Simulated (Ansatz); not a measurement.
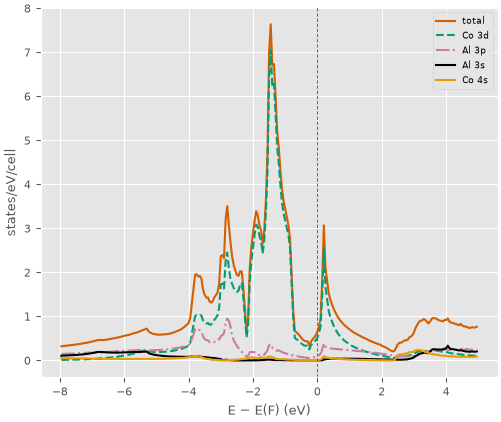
Figure: Total and projected density of states of AlCo (CsCl type, Pm-3m), PBE (plane waves, PAW; program Ansatz)

Question: Which orbitals carry the states next to the Fermi level?

Answer: Within 0.5 eV of the Fermi level: Co 3d 77 %, Al 3p 16 %. Projections are on Löwdin-orthogonalised atomic valence shells; empty p or d shells of many metals are not among them.

Question: Where is the tallest occupied peak in this window, and what makes it?

Answer: Near -1.4 eV, about 7.6 states/eV per cell; the largest projected share is Co 3d.

The cell was relaxed with PBE under the symmetry of its start. The workflow began spin-polarised and lost its moments. The cell computed holds one magnetic atom, so no antiferromagnetic order was within reach.

Potentials: the earlier of the program's two PAW sets.
